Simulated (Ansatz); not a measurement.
System (SMILES): [O]N=O, doublet.
Atoms: N1, O2, O3. Bonds: N1-O2, N1-O3.

Basis-set convergence of the harmonic zero-point energy at PBE0 with Ansatz (a program for electronic structure). Each level at its own minimum, finite differences of forces, unscaled; the reference is a large set that could be run, not a limit. Cartesian d functions, on some or all atoms, in 6-31+G*; all else is spherical. The program fits the integrals of some runs and decomposes those of others, by size. Open shells are unrestricted. No added dispersion term, no relativity. Reference: the value in def2-QZVPP, 5.72 kcal/mol, itself unsure by roughly 0.01 kcal/mol (its mean distance from cc-pVQZ, aug-pcseg-2, aug-cc-pVTZ). Deviations are taken from unrounded values.

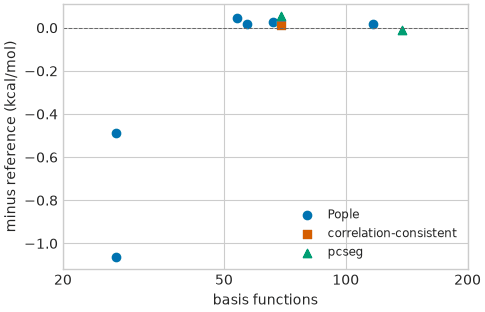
*Deviation from the reference against the number of basis functions, by family of sets.*

| basis | functions | harmonic zero-point energy (kcal/mol) | minus reference (kcal/mol) |
|---|---|---|---|
| 3-21G | 27 | 4.66 | -1.06 |
| 6-31G | 27 | 5.23 | -0.49 |
| 6-311G** | 54 | 5.77 | 0.05 |
| 6-31+G* | 57 | 5.74 | 0.02 |
| 6-311+G** | 66 | 5.75 | 0.03 |
| aug-cc-pVDZ | 69 | 5.73 | 0.01 |
| aug-pcseg-1 | 69 | 5.78 | 0.05 |
| 6-311++G(3df,3pd) | 117 | 5.74 | 0.02 |
| aug-pcseg-2 | 138 | 5.71 | -0.01 |
